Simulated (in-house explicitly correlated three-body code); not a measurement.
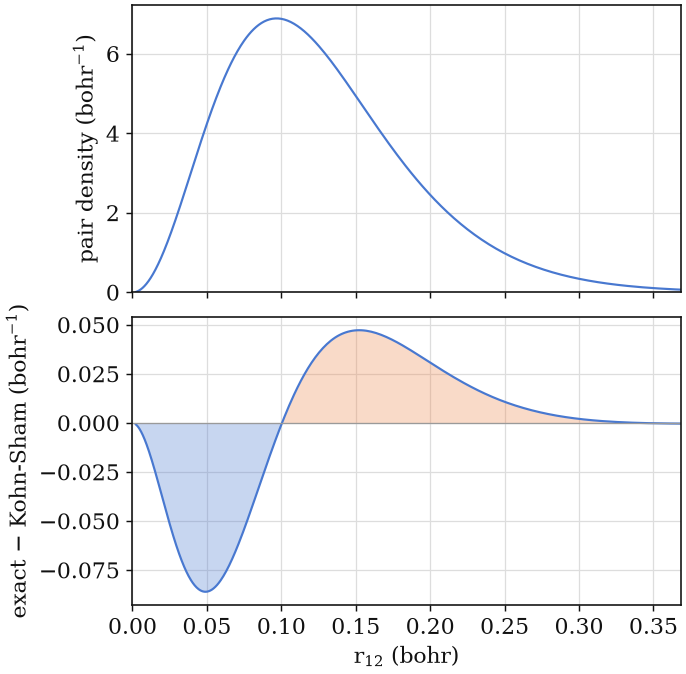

Two electrons around a point charge Z = 17.735. Computed variationally in 260 exponentially correlated functions with an in-house code, non-relativistic, converged to about 10⁻⁸ of the energy. The plot shows the distribution of the distance r₁₂ between the electrons in the ground state (one pair, times 4πr₁₂²) and its difference from that of the Kohn-Sham determinant with the same density, the Coulomb hole.

Q: How large and how deep is the Coulomb hole?

A: The pair density peaks near r₁₂ = 0.097 bohr, and ⟨r₁₂⟩ = 0.1267 bohr. Correlation takes weight from short distances: the hole is deepest (−0.086 bohr⁻¹) near 0.049 bohr and first changes sign near 0.10 bohr, moving 0.49 % of the pair outwards. The mean cosine of the angle between the electrons is −0.00750, and the density-functional correlation energy is −46.10 millihartree.
